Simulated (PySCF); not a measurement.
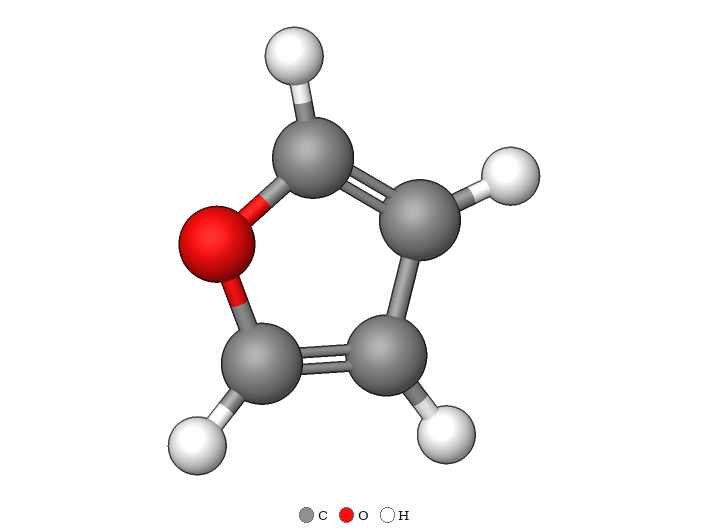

A ball-and-stick model of a molecule.

Computed geometry: GFN2-xTB optimisation. No frequency run is at hand to confirm it as a minimum.

> Which formula does it have?

C₄H₄O, 9 atoms: 4 carbon, 4 hydrogen and 1 oxygen.

> Does it have rings?

Independent rings (smallest set): 1 of 5 members, 1 of them aromatic.

> Count the bonded pairs by element.

4 C–H, 3 C–C, 2 C–O.

> Write the SMILES.

c1ccoc1

The parts below concern this one geometry. Atoms keep their numbers from picture to picture.

## Geometry

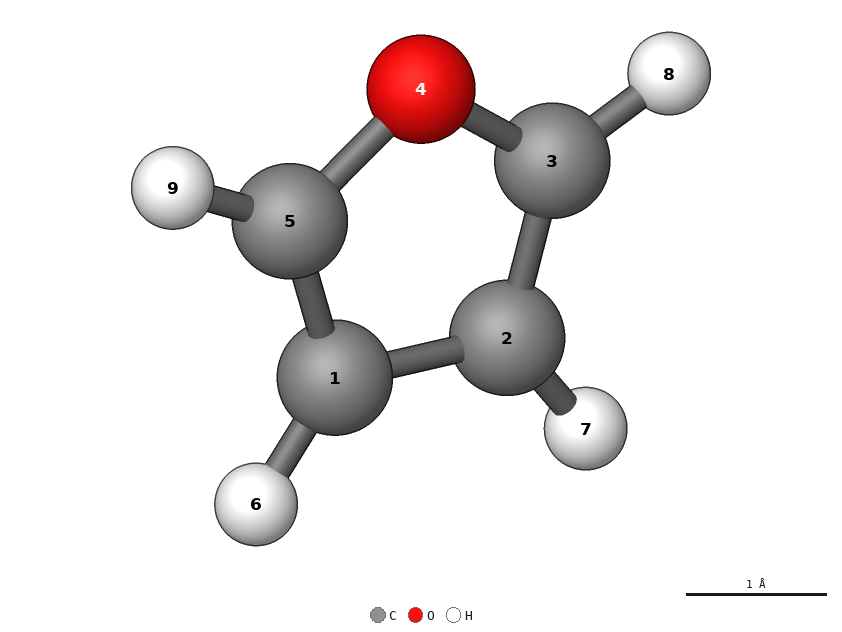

The atoms are numbered. No frequency run is at hand to confirm it as a minimum.

What are the angles C2–C1–C5, C2–C1–H6, C5–C1–H6, C3–O4–C5, C2–C3–O4, C2–C3–H8, O4–C3–H8?

| angle | degrees |
| --- | --- |
| C2–C1–C5 | 105.8 |
| C2–C1–H6 | 127.1 |
| C5–C1–H6 | 127.0 |
| C3–O4–C5 | 107.0 |
| C2–C3–O4 | 110.7 |
| C2–C3–H8 | 132.0 |
| O4–C3–H8 | 117.4 |

## Electronic properties

No frequency run is at hand to confirm it as a minimum. Level of theory: PBE0/pcSseg-1, gas phase (PySCF 2.14.0).

Computed properties:

- dipole moment: 0.59 D
- HOMO energy (Kohn–Sham orbital): −6.68 eV
- LUMO energy (Kohn–Sham orbital): 0.35 eV
- HOMO–LUMO gap: 7.03 eV

## NMR shielding

The questions are on isotropic NMR shieldings of the C atoms. No frequency run is at hand to confirm it as a minimum. Properties computed with GIAO PBE0/pcSseg-1 NMR shielding, non-relativistic, gas phase (PySCF 2.14.0).

List the isotropic NMR shieldings of the C atoms.

| atom | σ (ppm) |
| --- | --- |
| C1 | 70.2 |
| C2 | 70.2 |
| C3 | 39.8 |
| C5 | 39.8 |

## Ring current

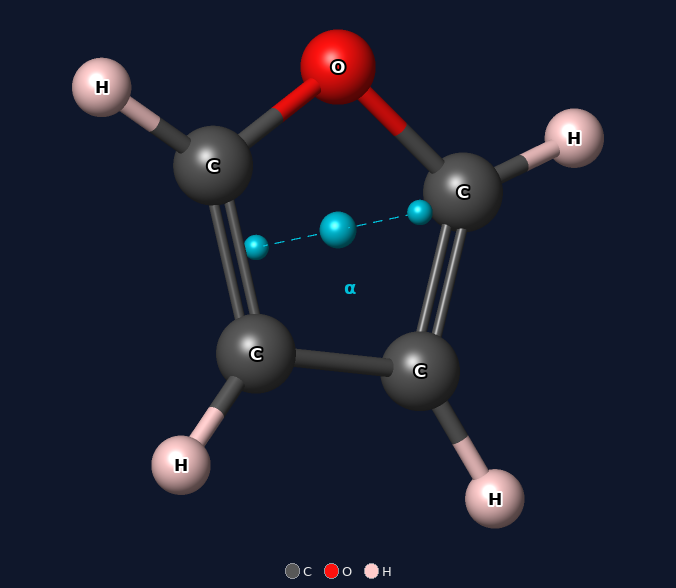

The small points mark where nucleus-independent chemical shifts (NICS) were computed: at the centre of each lettered ring and 1 Å above and below it. No frequency run is at hand to confirm it as a minimum. Level of theory: GIAO PBE0/pcSseg-1 NMR shielding, non-relativistic, gas phase (PySCF 2.14.0).

Give NICS(0), NICS(1) and the out-of-plane component NICS(1)zz for each ring (means of the two sides).

```csv
ring,members,NICS(0),NICS(1),NICS(1)zz
α,C4O,−12.6,−10.8,−28.5
```

Values in ppm.

> What do the values say about the ring currents?

Ring α: diatropic, as in an aromatic ring. NICS is one index among several.

## Charges

The questions are on Hirshfeld charges. No frequency run is at hand to confirm it as a minimum. Level of theory: PBE0/pcSseg-1, gas phase (PySCF 2.14.0).

> Which atom carries the highest charge (most positive or least negative)?

H6, H7, H8, H9 (0.06 e).

> And the lowest?

C1, C2 (−0.09 e).

Give the Hirshfeld charges atom by atom.

```tsv
atom	value (e)
C1	−0.09
C2	−0.09
C3	0.00
O4	−0.06
C5	0.00
H6	0.06
H7	0.06
H8	0.06
H9	0.06
```
